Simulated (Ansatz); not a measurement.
**C2H2Si (SMILES C=C=[Si]): density, localisation and related maps**

```xyz
5

C     0.2004    0.2795   -0.5865
C     0.3635    0.8839    0.5821
Si   -0.0091   -0.4965   -2.0870
H     0.9484    1.8018    0.6928
H    -0.0768    0.5021    1.5080
```

Geometry: B3LYP/6-31G*.

The calculation used isolated molecule in a Gaussian basis; Kohn-Sham density functional theory, functional PBE0 (Ansatz 0.2.0).

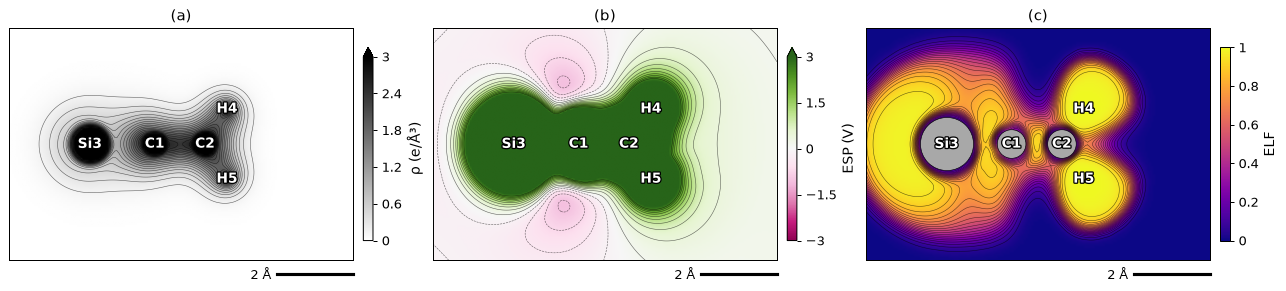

Figure 1. (a) electron density; (b) electrostatic potential; (c) ELF on the molecular plane. Grey discs cover the atomic cores in the ELF map.

**Describe what can be read from this map.**

- The plane passes through C, Si and H nuclei.
- C–C (1.33 Å): the density is about 2.4 e/Å³ at the midpoint; the ELF peaks at about 0.95 between the atoms; a short, multiple covalent bond.
- C–Si (1.70 Å): ρ is about 1.1 e/Å³ halfway; the ELF peaks at about 0.90 between the atoms (a covalent bond).
- C–H (1.09 Å): ρ at the midpoint is about 2 e/Å³; the ELF climbs to about 1 towards the hydrogen, as it does in any bond to H (an ordinary covalent bond to hydrogen).
- The ELF also peaks beside Si3, away from the bonds: lone-pair regions.
- Outside the dense part of the molecule the potential is most negative (−1.1 V) near C1.

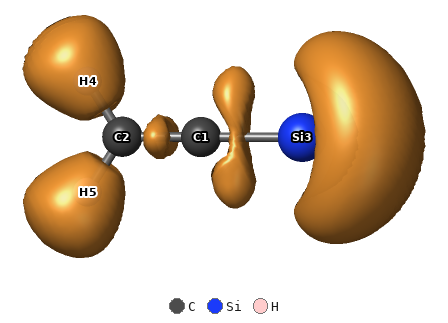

Figure 2. Isosurface of the electron localisation function at 0.85 (orange), seen at a tilt. Core shells and regions of very low density are left out.

**Where are the electrons localised?**

At this value the surface marks out one region between bonded C–C atoms (shared pairs), one region between bonded C–Si atoms (shared pairs), two regions around hydrogen nuclei and one lobe on Si, pointing away from the bonds (lone pairs).

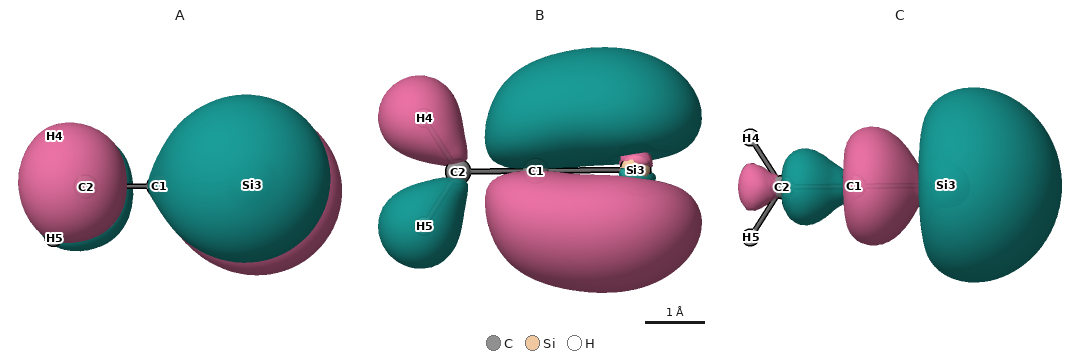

Figure 3. Three frontier orbitals at ±0.08 Å⁻³ᐟ² (teal and pink are the two phases), in no order.

**Order the three orbitals by energy and name them.**

C is the HOMO−1 (−8.12 eV). Its weight (Hirshfeld) is mainly on Si3 (about 80 %) and C1 (about 15 %); it is symmetric in the molecular plane (an in-plane orbital: σ, lone-pair or in-plane π type). B is the HOMO (−6.14 eV). Its weight (Hirshfeld) is mainly on Si3 (about 45 %), C1 (about 40 %) and C2 (about 5 %); it is symmetric in the molecular plane (an in-plane orbital: σ, lone-pair or in-plane π type). A is the LUMO (−3.06 eV). It lies mainly on Si3 (about 65 %), C2 (about 20 %) and C1 (about 10 %); it changes sign across the molecular plane (π type); π-antibonding (a node) across C1–C2.

**What is the HOMO–LUMO gap?**

3.08 eV between the orbital energies.
